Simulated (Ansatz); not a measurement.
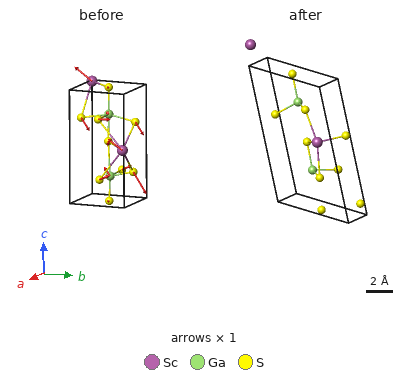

The structure of solid ScGaS₃ (built on the KZnF3-221 type type) before (left) and after (right) a relaxation, at one scale. The red arrows give the displacements (the part carried along by the change of the cell is left out), at their true length.

Style: ball-and-stick. Shown: the cell of the calculation, slightly off an axis.

Case: shaken.

The calculation used DFT, PBEsol, plane waves, PAW in Ansatz. Set-up: plane-wave cutoff 420 eV; k-point mesh 4 × 4 × 2; occupations fermi dirac; smearing width 0.05 eV; no spin polarisation; cell and atoms relaxed; force threshold 0.01 eV/Å; at most 120 steps.

Summarise the run.

Answer. The energy falls by 9.766 eV per cell of the calculation in 32 accepted moves (36 points after the start). The largest force component goes from 6.9 to 0.0022 eV/Å. The pressure goes from 7.92 to 0.01 GPa. The line search rejected the trial step at point 24 of the run. The SCF was repeated 3 times at an unchanged geometry on a basis and grid sized afresh for the cell, which shifted the energy by 0.479 eV per cell of the calculation at most. An S atom moves most relative to the cell: 2.04 Å along [0 1 −1]. By element the largest moves are S 2.04 Å, Sc 1.88 Å, Ga 0.89 Å. The drawn cell changes as follows: a 4.566 → 3.692 Å (−19.1 %), b 4.617 → 6.120 Å (+32.6 %), c 9.064 → 10.935 Å (+20.6 %), α 90.0° → 114.7°, β 89.4° → 90.0°, γ 89.4° → 90.0°; the volume changes by +17.5 %. Near-neighbour distances that change, for instance: S–Sc 3.147 → 7.416 Å, S–Sc 3.075 → 6.058 Å, S–Sc 3.177 → 6.058 Å, S–Sc 3.259 → 6.058 Å. New bonds form: S–Sc (3.59 → 2.49 Å). Bonds break: Ga–S (1.96 → 4.71 Å), Ga–S (2.03 → 3.21 Å), Ga–S (2.13 → 3.21 Å), Ga–S (2.40 → 4.71 Å). Among the angles between lasting bonds that change: S–Sc–S 86.5° → 162.3°, Sc–S–Sc 91.1° → 162.3°, Ga–S–Ga 175.5° → 105.1°. The space group (tolerance 0.01 Å) goes from P1 (No. 1) to Pm (No. 6). The run took 11 min on 2 threads of AMD EPYC (Zen 3) (shared host), peak memory 0.59 GiB.
